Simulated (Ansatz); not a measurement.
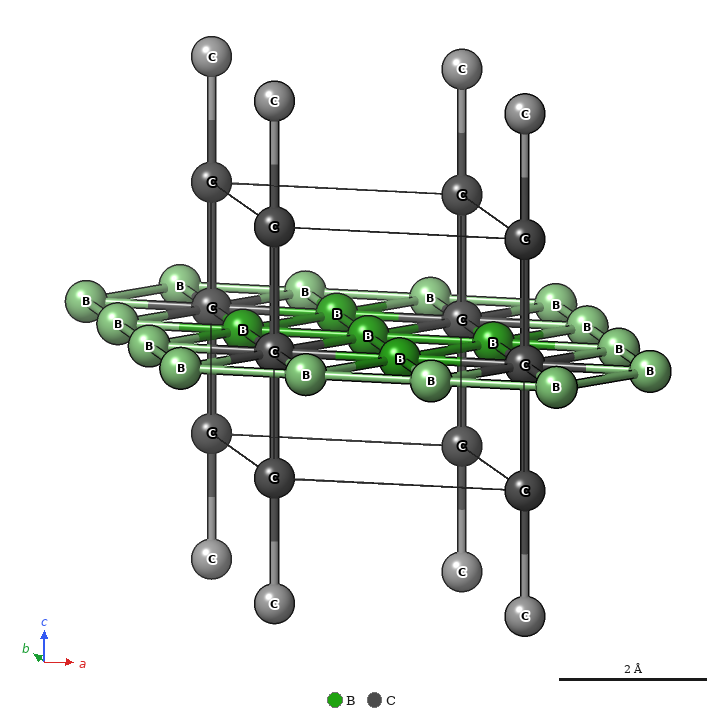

An orthographic ball-and-stick view of the structure, slightly off an axis. The frame is the simulation cell; atoms at its boundary are shown with their periodic copies. Outside the box, the atoms bonded to those within are drawn, in fainter colours.

```xyz
5
Lattice="3.5506 0.0000 0.0000 -1.7753 3.0749 0.0000 0.0000 0.0000 3.4789" Properties=species:S:1:pos:R:3 pbc="T T T"
B     1.7753    0.0000    1.7394
B     2.6629    1.5374    1.7394
B     0.8876    1.5374    1.7394
C     0.0000    0.0000    1.7394
C     1.7753    3.0749    3.4789
```

Theory: DFT PBE, scalar-relativistic, plane waves, PAW (Ansatz). Numerical settings: a basis cut at 420 eV, k-mesh 12×12×10, Gaussian smearing of 0.1 eV, no spin polarisation.

What charge does Bader's analysis assign to each element?

Answer. B +0.53 e; C -1.22 to -0.37 e.

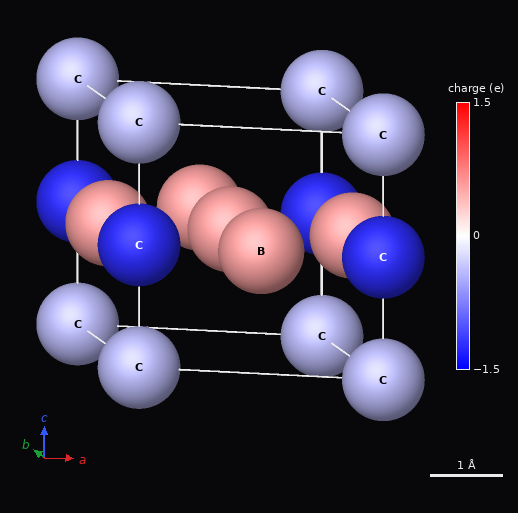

The atoms coloured by those charges.

The structure was taken from a random cell made by a generator, so it need not be a real form of the compound. Earlier steps of the study, as a rule a relaxation of our own, may have changed the cell and positions, so they can lie some per cent off the listed ones. Ansatz was used for an electronic-structure calculation on it.
